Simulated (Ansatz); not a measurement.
**One shape, several levels: doublet AlH2ClO+**

Wanted: a comparison of 6 runs (UHF/STO-3G, UB2PLYP/STO-3G, UPBE/STO-3G, UPBE0/STO-3G, UMP2/STO-3G, UCCSD(T)/STO-3G) of doublet AlH2ClO+. 

Program for the calculation: Ansatz 0.2.0.

77 further runs of the same task are left out: 5 that didn't finish, 72 set aside as unsound or not needed.

## (1) The system as given

AlH2ClO+ has 5 atoms, charge +1, and is taken as a doublet. As SMILES of the parent species, `[OH][AlH][Cl]`. The coordinates come from a PBE0-D4/def2-TZVP relaxation. This is one conformer, not always the lowest. That shape belongs to the parent species and isn't relaxed for this state.

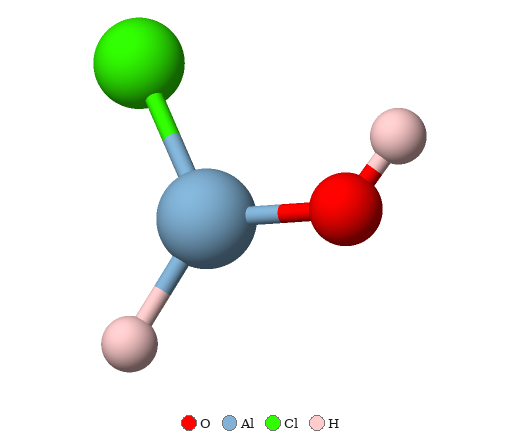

The structure, seen from a chosen angle (oxygen red, aluminium light blue, chlorine green, hydrogen pink).

## (2) The energy at UHF/STO-3G (run 1)

Input file job.yaml:

```yaml
basis:
  gaussian: {orbitals: STO-3G}
crystal:
  periodic: [false, false, false]
  atoms:
    - {symbol: O, position_ang: [-1.110100, 0.370900, -0.514400]}
    - {symbol: Al, position_ang: [0.431000, 0.184900, 0.137500]}
    - {symbol: Cl, position_ang: [1.114900, -1.725400, 0.662800]}
    - {symbol: H, position_ang: [-1.719500, -0.349100, -0.669500]}
    - {symbol: H, position_ang: [1.333500, 1.445000, 0.342200]}
total_charge: 1
magnetization: {spin_polarized: true, initial_magnetization: 1}
accuracy: high
hamiltonian: {xc: hf}
```

Started as:

```console
$ ansatz run job.yaml --threads 1 --pin off --max-ram 2610MiB --events-out events.jsonl --progress --plain --runs-dir runs
```

The log of the run:

```text
Warning: RAYON_NUM_THREADS=1 ignored (pool sized by the plan → 1); use --threads N
Functional definition: HF
  name "HF"
  exchange = exact_x
  correlation = 0
456 factors; integrals over basis functions are off by at most 1.7e-8 eV
mean field evaluation 1: about -20902.1544 eV, gradient 2.5e1 eV
mean field evaluation 2: about -20902.1783 eV, gradient 2.5e1 eV
mean field evaluation 4: about -20908.0466 eV, gradient 3.1e0 eV
mean field evaluation 8: about -20908.3023 eV, gradient 1.7e0 eV
mean field evaluation 16: about -20910.8336 eV, gradient 6.1e-1 eV
mean field evaluation 32: about -20910.7759 eV, gradient 5.1e-1 eV
mean field evaluation 64: about -20908.5454 eV, gradient 3.0e0 eV
mean field evaluation 96: about -20906.7967 eV, gradient 9.3e0 eV
mean field evaluation 128: about -20908.2937 eV, gradient 1.5e0 eV
mean field -20910.84094203 eV, -768.4592307424 hartree, gradient 2.5e-8 eV, S^2 0.754170; 3 other end points of the search recorded, 0 dependent functions left out
reference -20910.84094203 eV, -768.4592307424 hartree; 20, 19 occupied and 5, 6 virtual orbitals, 456 factors
Total energy: -20910.84094203 eV, -768.4592307424 hartree
```

It took 0.22 s on 1 thread of AMD EPYC 9R45 (Zen 5), shared host.

## (3) A single-point energy at UB2PLYP/STO-3G (run 2)

Input file run.yaml:

```yaml
crystal:
  periodic: [false, false, false]
  atoms:
    - symbol: O
      position_ang: [-1.110100, 0.370900, -0.514400]
    - symbol: Al
      position_ang: [0.431000, 0.184900, 0.137500]
    - symbol: Cl
      position_ang: [1.114900, -1.725400, 0.662800]
    - symbol: H
      position_ang: [-1.719500, -0.349100, -0.669500]
    - symbol: H
      position_ang: [1.333500, 1.445000, 0.342200]
basis:
  gaussian: {orbitals: STO-3G}
total_charge: 1
magnetization: {spin_polarized: true, initial_magnetization: 1}
hamiltonian: {xc: {name: B2PLYP}}
correlation: {frozen_orbitals: {Al: 5, Cl: 5, H: 0, O: 1}}
accuracy: high
```

Started as:

```console
$ ansatz run run.yaml --threads 1 --pin off --max-ram 2610MiB --events-out events.jsonl --progress --plain --runs-dir runs
```

The log of the run (excerpt; [...] marks lines left out):

```text
Warning: RAYON_NUM_THREADS=1 ignored (pool sized by the plan → 1); use --threads N
Functional definition: B2PLYP
  name "B2PLYP"
[...]
456 factors; integrals over basis functions are off by at most 1.7e-8 eV
[...]
mean field -20937.82231541 eV, -769.4507779254 hartree, gradient 3.1e-8 eV, S^2 0.755373; 6 other end points of the search recorded, 0 dependent functions left out
11 core orbitals not correlated: weight in the atoms' cores, before any rotation towards them, 0.999 or more for the frozen orbitals, at most 0.000 for the correlated occupied ones
reference -20937.82233360 eV, -769.4507785941 hartree; 9, 8 occupied and 5, 6 virtual orbitals, 456 factors
second order -2.15261554 eV of doubles, -0.00000000 eV of singles
Total energy: -20938.40353980 eV, -769.4721375279 hartree
```

Wall time 2.1 s (1 thread of AMD EPYC 9R45 (Zen 5), shared host); peak memory 0.17 GiB.

Run 3 isn't shown in full; the table further down has it.

## (4) The energy at UPBE0/STO-3G (run 4)

Input file input.yaml:

```yaml
basis:
  gaussian:
    orbitals: STO-3G
crystal:
  periodic: [false, false, false]
  atoms:
    - {symbol: O, position_ang: [-1.110100, 0.370900, -0.514400]}
    - {symbol: Al, position_ang: [0.431000, 0.184900, 0.137500]}
    - {symbol: Cl, position_ang: [1.114900, -1.725400, 0.662800]}
    - {symbol: H, position_ang: [-1.719500, -0.349100, -0.669500]}
    - {symbol: H, position_ang: [1.333500, 1.445000, 0.342200]}
total_charge: 1
magnetization:
  spin_polarized: true
  initial_magnetization: 1
hamiltonian:
  xc: pbe0
accuracy: high
```

Started as:

```console
$ ansatz run input.yaml --threads 1 --pin off --max-ram 2610MiB --events-out events.jsonl --progress --plain --runs-dir runs
```

The log of the run:

```text
Warning: RAYON_NUM_THREADS=1 ignored (pool sized by the plan → 1); use --threads N
Functional definition: PBE0
  name "PBE0"
  parameter a = 0.25
  parameter kappa = 0.804
  parameter beta = 0.06672455060314922
  exchange = (1 - a)*pbe_x(kappa = kappa, mu = beta*pi^2/3) + a*exact_x
  correlation = pbe_c(beta = beta)
456 factors; integrals over basis functions are off by at most 1.7e-8 eV
mean field evaluation 1: about -20930.4169 eV, gradient 2.9e1 eV
mean field evaluation 2: about -20863.4377 eV, gradient 1.1e2 eV
mean field evaluation 4: about -20935.4674 eV, gradient 2.5e1 eV
mean field evaluation 8: about -20940.4038 eV, gradient 1.6e0 eV
mean field evaluation 16: about -20940.4119 eV, gradient 5.4e-4 eV
mean field evaluation 32: about -20939.9703 eV, gradient 6.5e0 eV
mean field -20940.41186787 eV, -769.5459422233 hartree, gradient 7.2e-8 eV, S^2 0.758800; 7 other end points of the search recorded, 0 dependent functions left out
reference -20940.41186931 eV, -769.5459422762 hartree; 20, 19 occupied and 5, 6 virtual orbitals, 456 factors
Total energy: -20940.41186931 eV, -769.5459422762 hartree
```

Run time: 1.6 s. Hardware: 1 thread of AMD EPYC 9R45 (Zen 5), shared host; peak memory 0.17 GiB.

Run 5 isn't shown in full; the table further down has it.

## (5) A single-point energy at UCCSD(T)/STO-3G (run 6)

Input file molecule.yaml:

```yaml
crystal:
  periodic: [false, false, false]
  atoms:
    - symbol: O
      position_ang: [-1.110100, 0.370900, -0.514400]
    - symbol: Al
      position_ang: [0.431000, 0.184900, 0.137500]
    - symbol: Cl
      position_ang: [1.114900, -1.725400, 0.662800]
    - symbol: H
      position_ang: [-1.719500, -0.349100, -0.669500]
    - symbol: H
      position_ang: [1.333500, 1.445000, 0.342200]
basis:
  gaussian: {orbitals: STO-3G}
total_charge: 1
magnetization: {spin_polarized: true, initial_magnetization: 1}
correlation: {method: ccsd_t, frozen_orbitals: {Al: 5, Cl: 5, H: 0, O: 1}}
accuracy: high
scf: {omitted_lower_state_checks: [cluster_reference, increment]}
```

Started as:

```console
$ ansatz run molecule.yaml --threads 1 --pin off --max-ram 2610MiB --events-out events.jsonl --progress --plain --runs-dir runs
```

The log of the run:

```text
Warning: RAYON_NUM_THREADS=1 ignored (pool sized by the plan → 1); use --threads N
[... 15 lines left out ...]
11 core orbitals not correlated: weight in the atoms' cores, before any rotation towards them, 0.999 or more for the frozen orbitals, at most 0.000 for the correlated occupied ones
[... 37 lines left out ...]
Total energy: -20912.80304583 eV, -768.5313367272 hartree
Checks for a lower state left out: cluster_reference, increment
```

Run time: 0.36 s. Hardware: 1 thread of AMD EPYC 9R45 (Zen 5), shared host.

## (6) The series

| run | level | frozen core orbitals | energy (Eh) | ⟨S²⟩ | wall time |
| --- | --- | --- | --- | --- | --- |
| 1 | UHF/STO-3G | – | -768.459231 | 0.754 | 0.22 s |
| 2 | UB2PLYP/STO-3G | 11 | -769.472138 | 0.755 | 2.1 s |
| 3 | UPBE/STO-3G | – | -769.436992 | 0.753 | 2.1 s |
| 4 | UPBE0/STO-3G | – | -769.545942 | 0.759 | 1.6 s |
| 5 | UMP2/STO-3G | 11 | -768.509782 | 0.754 | 0.28 s |
| 6 | UCCSD(T)/STO-3G | 11 | -768.531337 | 0.754 | 0.36 s |

## (7) What came out

| quantity | value |
| --- | --- |
| run 6: total energy | -768.53134 Eh |
| run 6: correlation energy (11 core orbitals frozen) | -72.1 mEh |
| run 6: (T) correction | -1.87 mEh |
| run 6: ⟨S²⟩ of the reference determinant | 0.754 |
| run 6: T1 diagnostic | 0.024 |

**Reading.** Below the UHF energy at the same shape and in the same basis (STO-3G): UMP2 -50.6 mEh; UCCSD(T) -72.1 mEh. Totals of different functionals can't be ranked against each other. In runs 1, 2, 3, 4, 5, 6 the basis is minimal, so the values are rough. All runs together took 6.6 s, the longest 2.1 s.
